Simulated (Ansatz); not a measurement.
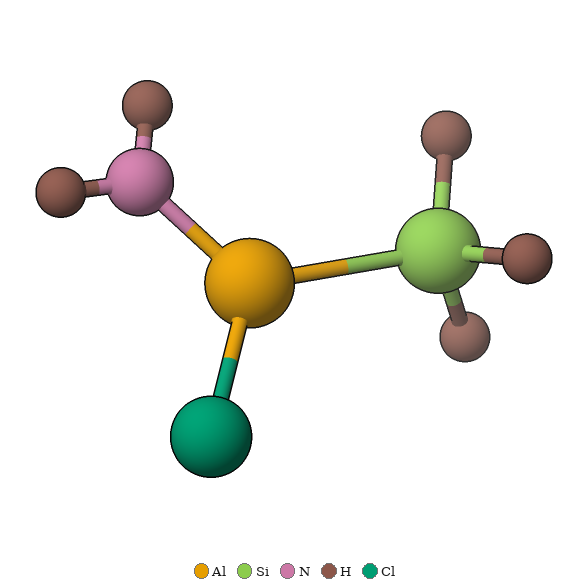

Ball-and-stick drawing of a structure. Every bond is drawn as one stick, whatever its order.

Question: Count the atoms of each element.

Answer: AlClH5NSi, 9 atoms: 1 aluminium, 1 chlorine, 5 hydrogen, 1 nitrogen and 1 silicon.

Question: Count the bonded pairs by element.

Answer: 3 Si–H, 2 N–H, 1 Al–Si, 1 Al–Cl, 1 Al–N. Sticks follow a distance rule.

More results for the same structure follow; atom numbers are the same in all pictures, views and colours differ. The computed structure is the end point of a PBE0-D4/def2-TZVP optimisation.

### Dipole moment

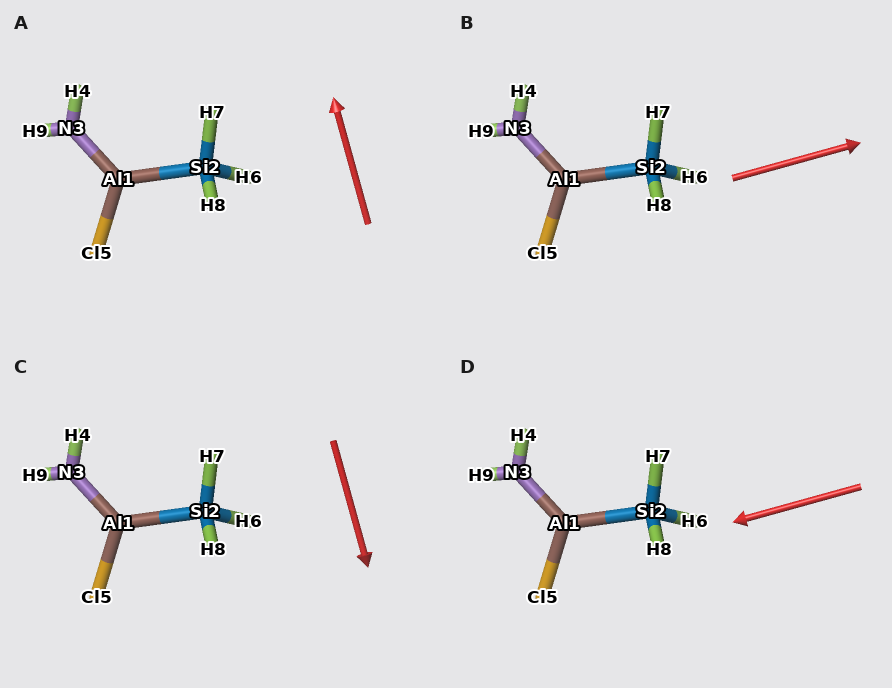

The same molecule four times, each with an arrow. Properties computed with RKS PBE0-D4/def2-TZVP (Ansatz 0.2.0).

Question: Which arrow points along the dipole moment, from the negative to the positive end?

Answer: A. The dipole moment is 2.19 D; it points from the side of Cl5 to the side of H4 (the outermost atoms at the two ends).

### Vibrations

Harmonic vibrations computed with RKS PBE0-D4/def2-TZVP (Ansatz 0.2.0) at a stationary point of the same level.

Question: How many vibrational modes are there, and where do they lie?

Answer: 21 modes: 52, 97, 162, 168, 351, 383, 421, 458, 465, 522, 678, 836, 867, 937, 938, 1562, 2204, 2214, 2217, 3604, 3698 cm⁻¹.

### Charges

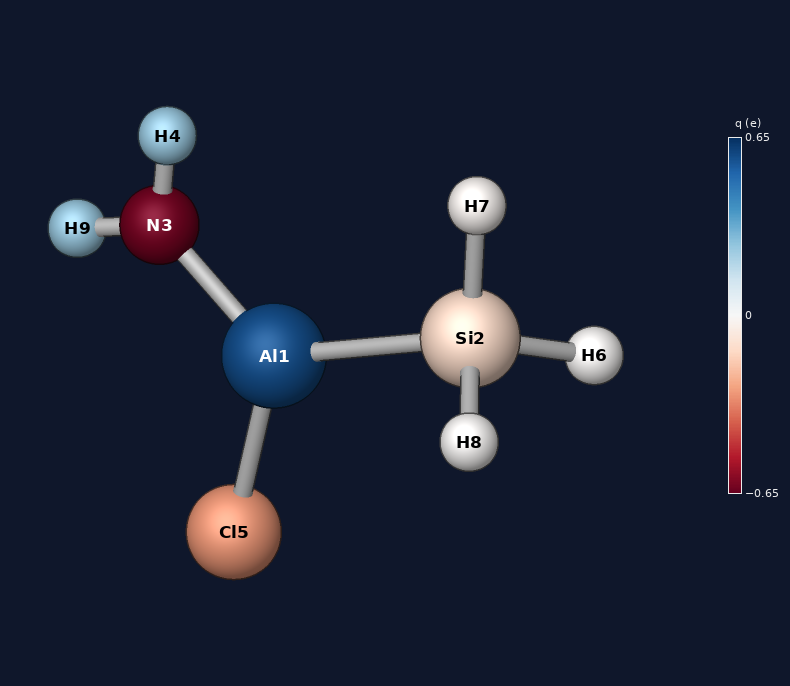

Atoms are coloured by their Mulliken charges. Properties computed with RKS PBE0-D4/def2-TZVP (Ansatz 0.2.0).

Give the Mulliken charges atom by atom.

| atom | value (e) |
| --- | --- |
| Al1 | 0.57 |
| Si2 | −0.12 |
| N3 | −0.63 |
| H4 | 0.24 |
| Cl5 | −0.28 |
| H6 | −0.01 |
| H7 | −0.02 |
| H8 | −0.01 |
| H9 | 0.24 |

Mulliken values depend strongly on the basis set and can even reverse the polarity of a bond.
